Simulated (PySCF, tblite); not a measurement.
# C₂H₁₁AlO₂Si: dynamics, then NMR shifts on frames, part 2 of 2

tblite 0.8.0 and PySCF 2.14.0. Atoms count from 0. The steps go on from the part before.

### Step 5. Shielding tensors: 625 fs, PBE0/pcSseg-1

Job settings and geometry (Å):

```
{"job": {"kind": "nmr", "xc": "PBE0", "basis": "pcSseg-1", "pop": false}, "charge": 0, "multiplicity": 1}
C     -2.695200     1.645000     0.291200
O     -2.070900     0.409200     0.568100
C     -1.958800     0.181100     2.017800
Al    -0.322700    -0.334500    -0.684100
O      0.971200     0.033900     0.303600
Si     2.138200     0.227100     1.397100
H     -2.726600     1.646600    -0.813400
H     -3.727300     1.611800     0.718200
H     -2.105100     2.507300     0.654100
H     -1.936200     1.202500     2.462300
H     -1.056800    -0.339800     2.184300
H     -2.718600    -0.456600     2.543800
H     -0.364400     0.689600    -1.748100
H     -0.796500    -1.776000    -1.010400
H      3.406500    -0.068400     0.784500
H      1.774700    -0.639700     2.531900
H      2.290300     1.622000     1.659500
```

With the program's defaults for keys left out, this is: GIAO PBE0/pcSseg-1 NMR shielding, non-relativistic, gas phase.

What it wrote:

```text
coarse grid: 14416 points
cycle   1  E = -764.4901007487  dE =  2.561e-01  |g| = 9.140e-01  |ddm| = 3.447e+00
cycle   2  E = -764.1493262899  dE =  3.408e-01  |g| = 1.595e+00  |ddm| = 2.026e+00
cycle   3  E = -764.6385080462  dE = -4.892e-01  |g| = 1.115e-01  |ddm| = 1.541e+00
cycle   4  E = -764.6401244631  dE = -1.616e-03  |g| = 7.482e-02  |ddm| = 1.274e-01
cycle   5  E = -764.6410498222  dE = -9.254e-04  |g| = 1.536e-02  |ddm| = 5.080e-02
cycle   6  E = -764.6410907419  dE = -4.092e-05  |g| = 2.450e-03  |ddm| = 1.047e-02
cycle   7  E = -764.6410919917  dE = -1.250e-06  |g| = 7.895e-04  |ddm| = 2.295e-03
final grid: 127744 points
cycle   8  E = -764.6965086474  dE = -1.285e-05  |g| = 1.261e-02  |ddm| = 1.836e-02
cycle   9  E = -764.6964747302  dE =  3.392e-05  |g| = 1.890e-02  |ddm| = 1.713e-02
cycle  10  E = -764.6965373651  dE = -6.263e-05  |g| = 1.486e-03  |ddm| = 1.095e-02
cycle  11  E = -764.6965378696  dE = -5.045e-07  |g| = 9.960e-05  |ddm| = 1.211e-03
cycle  12  E = -764.6965378713  dE = -1.672e-09  |g| = 5.446e-05  |ddm| = 1.217e-04
cycle  13  E = -764.6965378717  dE = -4.063e-10  |g| = 2.727e-05  |ddm| = 4.982e-05
converged SCF energy = -764.6965378717

GIAO shielding tensors (ppm)
atom      isotropic    diamagn.    paramagn.     s11        s22        s33       span
  0 C      117.476     245.001    -127.525     83.103     94.565    174.760     91.657
  1 O      321.627     401.878     -80.251    285.334    322.298    357.248     71.914
  2 C      116.305     247.223    -130.918     76.732     87.913    184.271    107.538
  3 Al     413.440     797.598    -384.158    373.808    385.892    480.620    106.811
  4 O      301.795     398.846     -97.051    244.277    289.997    371.111    126.834
  5 Si     398.039     880.563    -482.524    346.196    363.920    484.000    137.805
  6 H       26.920      29.036      -2.116     22.803     25.018     32.938     10.135
  7 H       27.364      26.323       1.040     23.491     25.052     33.549     10.058
  8 H       27.665      29.739      -2.074     23.941     25.988     33.066      9.125
  9 H       28.086      29.947      -1.861     25.356     25.801     33.102      7.746
 10 H       27.921      33.658      -5.737     23.010     28.034     32.717      9.707
 11 H       27.007      27.462      -0.455     24.027     24.584     32.411      8.383
 12 H       28.278      33.468      -5.190     25.188     26.065     33.580      8.392
 13 H       27.438      31.255      -3.817     24.310     25.134     32.869      8.559
 14 H       26.677      29.726      -3.049     23.268     24.945     31.818      8.551
 15 H       26.335      29.589      -3.254     22.741     24.871     31.392      8.651
 16 H       26.805      30.668      -3.863     23.383     25.492     31.540      8.157
```

Wall time 19 s (1 thread of Arm Neoverse V2, shared host); peak memory 0.8 GiB.

In short: δ C2 70.6, C0 69.4, O4 34.3, O1 14.5, H15 5.38, H14 5.04 ppm.

### Step 6. Nuclear shieldings: 800 fs, PBE0/pcSseg-1

Job settings and geometry (Å):

```
{"job": {"kind": "nmr", "xc": "PBE0", "basis": "pcSseg-1", "pop": false}, "charge": 0, "multiplicity": 1}
C     -3.176100     1.528000     0.207200
O     -2.251000     0.522200     0.610800
C     -2.494200    -0.191600     1.863400
Al    -0.538400    -0.024100    -0.122200
O      0.884600    -0.127000     0.935500
Si     2.130800     0.052900     2.002500
H     -2.621500     1.741900    -0.727000
H     -4.126100     1.000200    -0.004400
H     -3.291900     2.364100     0.842600
H     -3.232300     0.361900     2.452500
H     -1.501900    -0.314900     2.415500
H     -2.794900    -1.174500     1.574000
H     -0.534700     1.002700    -1.293100
H     -1.047100    -1.490300    -0.400700
H      3.244400     0.783700     1.392700
H      2.526100    -1.335200     2.188600
H      1.577100     0.638200     3.233300
```

Level: GIAO PBE0/pcSseg-1 NMR shielding, non-relativistic, gas phase.

What it wrote:

```text
coarse grid: 14416 points
cycle   1  E = -764.4886325028  dE =  2.599e-01  |g| = 9.139e-01  |ddm| = 3.444e+00
cycle   2  E = -764.0390842753  dE =  4.495e-01  |g| = 1.733e+00  |ddm| = 2.334e+00
cycle   3  E = -764.6397481007  dE = -6.007e-01  |g| = 1.467e-01  |ddm| = 1.851e+00
cycle   4  E = -764.6423419028  dE = -2.594e-03  |g| = 1.027e-01  |ddm| = 1.657e-01
cycle   5  E = -764.6440796235  dE = -1.738e-03  |g| = 1.522e-02  |ddm| = 6.239e-02
cycle   6  E = -764.6441212178  dE = -4.159e-05  |g| = 2.009e-03  |ddm| = 1.139e-02
cycle   7  E = -764.6441220540  dE = -8.362e-07  |g| = 7.639e-04  |ddm| = 2.324e-03
final grid: 127744 points
cycle   8  E = -764.6982816465  dE = -1.895e-05  |g| = 1.241e-02  |ddm| = 1.918e-02
cycle   9  E = -764.6982496597  dE =  3.199e-05  |g| = 1.845e-02  |ddm| = 1.631e-02
cycle  10  E = -764.6983089268  dE = -5.927e-05  |g| = 1.669e-03  |ddm| = 1.076e-02
cycle  11  E = -764.6983095225  dE = -5.957e-07  |g| = 2.383e-04  |ddm| = 1.366e-03
cycle  12  E = -764.6983095300  dE = -7.504e-09  |g| = 1.299e-04  |ddm| = 2.354e-04
cycle  13  E = -764.6983095329  dE = -2.958e-09  |g| = 2.446e-05  |ddm| = 1.000e-04
cycle  14  E = -764.6983095331  dE = -1.321e-10  |g| = 3.194e-06  |ddm| = 2.442e-05
converged SCF energy = -764.6983095331

GIAO shielding tensors (ppm)
atom      isotropic    diamagn.    paramagn.     s11        s22        s33       span
  0 C      123.254     248.515    -125.260     90.399     98.120    181.244     90.845
  1 O      330.825     410.832     -80.007    289.390    319.621    383.463     94.073
  2 C      119.418     247.336    -127.919     84.241     93.060    180.952     96.711
  3 Al     442.496     797.856    -355.361    396.244    427.519    503.724    107.480
  4 O      298.525     401.927    -103.402    235.953    282.368    377.255    141.302
  5 Si     391.261     880.084    -488.823    346.454    358.117    469.213    122.759
  6 H       26.102      30.245      -4.144     20.776     25.559     31.971     11.195
  7 H       27.548      28.203      -0.655     23.180     25.760     33.703     10.523
  8 H       28.669      30.430      -1.760     25.044     26.390     34.574      9.530
  9 H       28.104      28.476      -0.372     24.580     26.242     33.490      8.910
 10 H       26.169      29.511      -3.342     21.104     26.431     30.971      9.867
 11 H       27.609      30.403      -2.794     24.708     24.881     33.238      8.530
 12 H       27.723      33.006      -5.283     24.319     26.558     32.293      7.973
 13 H       27.619      33.410      -5.792     24.142     26.456     32.259      8.117
 14 H       26.246      29.473      -3.227     23.008     24.462     31.267      8.259
 15 H       26.219      29.514      -3.296     22.548     24.598     31.510      8.962
 16 H       26.288      29.442      -3.154     22.498     25.258     31.108      8.611
```

It took 20 s on 1 thread of Arm Neoverse V2, shared host; peak memory 0.79 GiB.

Key values: δ C2 67.5, C0 63.7, O4 37.6, O1 5.3, H6 5.62, H10 5.55 ppm.

### Step 7. Nuclear shieldings: 1000 fs, PBE0/pcSseg-1

Job settings and geometry (Å):

```
{"job": {"kind": "nmr", "xc": "PBE0", "basis": "pcSseg-1", "pop": false}, "charge": 0, "multiplicity": 1}
C     -3.220500     1.736300     0.264800
O     -2.158100     1.115300     0.984600
C     -2.362100     0.996900     2.371800
Al    -0.773500     0.621000    -0.220500
O      0.438500    -0.027300     0.882100
Si     1.611500    -0.390500     1.978200
H     -2.965100     1.714600    -0.864600
H     -4.184000     1.237000     0.316300
H     -3.340500     2.804600     0.374000
H     -2.696800     1.945100     2.728100
H     -1.419300     0.583600     2.787100
H     -3.168800     0.222700     2.572900
H     -0.684900     2.038400    -0.873300
H     -1.586900    -0.494200    -1.076900
H      2.655200     0.753500     1.765200
H      2.048800    -1.634800     1.666000
H      1.069600    -0.115900     3.274600
```

Method: GIAO PBE0/pcSseg-1 NMR shielding, non-relativistic, gas phase.

What it wrote:

```text
coarse grid: 14416 points
cycle   1  E = -764.4899548828  dE =  3.398e-01  |g| = 9.053e-01  |ddm| = 3.448e+00
cycle   2  E = -764.0801069280  dE =  4.098e-01  |g| = 1.678e+00  |ddm| = 2.340e+00
cycle   3  E = -764.6376826996  dE = -5.576e-01  |g| = 1.304e-01  |ddm| = 1.843e+00
cycle   4  E = -764.6398311548  dE = -2.148e-03  |g| = 8.772e-02  |ddm| = 1.413e-01
cycle   5  E = -764.6410744065  dE = -1.243e-03  |g| = 1.376e-02  |ddm| = 5.442e-02
cycle   6  E = -764.6411080511  dE = -3.364e-05  |g| = 1.543e-03  |ddm| = 1.040e-02
cycle   7  E = -764.6411084837  dE = -4.326e-07  |g| = 5.855e-04  |ddm| = 1.824e-03
final grid: 127744 points
cycle   8  E = -764.6950227989  dE = -1.850e-05  |g| = 1.144e-02  |ddm| = 1.754e-02
cycle   9  E = -764.6949986934  dE =  2.411e-05  |g| = 1.648e-02  |ddm| = 1.522e-02
cycle  10  E = -764.6950459083  dE = -4.721e-05  |g| = 1.536e-03  |ddm| = 9.934e-03
cycle  11  E = -764.6950464078  dE = -4.995e-07  |g| = 2.206e-04  |ddm| = 1.294e-03
cycle  12  E = -764.6950464146  dE = -6.798e-09  |g| = 1.093e-04  |ddm| = 2.109e-04
cycle  13  E = -764.6950464167  dE = -2.078e-09  |g| = 2.493e-05  |ddm| = 8.872e-05
cycle  14  E = -764.6950464168  dE = -1.301e-10  |g| = 2.977e-06  |ddm| = 2.203e-05
converged SCF energy = -764.6950464168

GIAO shielding tensors (ppm)
atom      isotropic    diamagn.    paramagn.     s11        s22        s33       span
  0 C      129.711     239.629    -109.917     97.769    105.999    185.366     87.598
  1 O      338.779     406.499     -67.720    292.458    333.188    390.690     98.232
  2 C      124.571     242.876    -118.305     92.601     99.963    181.148     88.547
  3 Al     456.510     797.715    -341.206    406.461    456.995    506.072     99.611
  4 O      311.204     401.762     -90.558    250.234    311.918    371.458    121.224
  5 Si     388.178     880.687    -492.509    344.648    351.438    468.447    123.798
  6 H       25.830      28.231      -2.400     21.292     24.537     31.662     10.370
  7 H       28.602      26.816       1.786     25.043     25.332     35.431     10.388
  8 H       28.525      27.016       1.509     24.827     25.286     35.462     10.635
  9 H       28.467      27.602       0.864     24.827     25.869     34.704      9.877
 10 H       26.355      29.455      -3.101     21.051     26.645     31.368     10.317
 11 H       27.209      26.943       0.266     23.738     24.763     33.124      9.386
 12 H       27.811      33.478      -5.667     24.169     26.613     32.651      8.483
 13 H       27.340      32.456      -5.116     24.080     25.693     32.247      8.167
 14 H       25.210      28.481      -3.271     21.929     23.688     30.012      8.083
 15 H       27.324      31.527      -4.203     23.344     25.125     33.502     10.157
 16 H       26.488      30.183      -3.695     22.574     25.909     30.980      8.407
```

It took 20 s on 1 thread of Arm Neoverse V2, shared host; peak memory 0.8 GiB.

This run: δ C2 62.4, C0 57.2, O4 24.9, O1 -2.7, H14 6.51, H6 5.89 ppm.

### Step 8. Comparing the runs: NMR shifts

Shifts (ppm) of some atoms, chosen among heavy atoms and hydrogens apart, with basis size and wall time:

| frame | C2 | C0 | H10 | H6 | O4 | O1 | Al3 | functions | time |
| --- | --- | --- | --- | --- | --- | --- | --- | --- | --- |
| 250 fs | 67.2 | 61.2 | 4.94 | 3.16 | 23.2 | 10.0 | 51.6 | 171 | 20 s |
| 425 fs | 59.5 | 58.0 | 5.95 | 4.56 | 33.2 | 6.1 | 61.7 | 171 | 20 s |
| 625 fs | 70.6 | 69.4 | 3.80 | 4.80 | 34.3 | 14.5 | 76.5 | 171 | 19 s |
| 800 fs | 67.5 | 63.7 | 5.55 | 5.62 | 37.6 | 5.3 | 47.5 | 171 | 20 s |
| 1000 fs | 62.4 | 57.2 | 5.36 | 5.89 | 24.9 | -2.7 | 33.5 | 171 | 20 s |

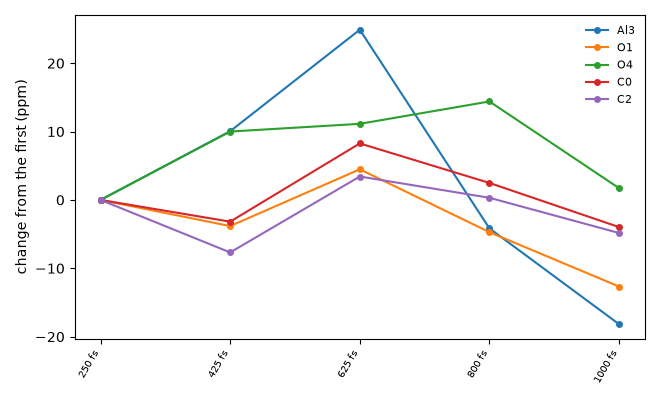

How five of the tabulated atoms move from run to run.

### Step 9. Results

This closing draws on all 2 parts.

```
                                         quantity                                                                 value
                                       thermostat                                                                 400 K
                    mean temperature, second half                                                                 439 K
          mean potential energy above the minimum                                                               0.79 eV
   13C shifts against TMS (PBE0/pcSseg-1, 250 fs)                                                        67.2, 61.2 ppm
    1H shifts against TMS (PBE0/pcSseg-1, 250 fs)  5.61, 5.20, 5.19, 4.94, 4.94, 4.87, 4.62, 4.19, 3.75, 3.58, 3.16 ppm
   17O shifts against H2O (PBE0/pcSseg-1, 250 fs)                                                        23.2, 10.0 ppm
27Al shifts against AlH4- (PBE0/pcSseg-1, 250 fs)                                                              51.6 ppm
  29Si shifts against TMS (PBE0/pcSseg-1, 250 fs)                                                             -39.9 ppm
                        range of the shift of Al3                                                      33.5 to 76.5 ppm
```

What this shows: In the second half the potential energy averages 0.79 eV above the minimum; equipartition over 45 harmonic modes at 400 K would give 0.78 eV. With 17 atoms the temperature swings widely (195 to 701 K). Shifts at one fixed geometry are not the observed spectrum, which averages over the motion. In ppm, Al3 moves most: its shift spreads over 43.1 ppm, from 33.5 (1000 fs) to 76.5 (625 fs).
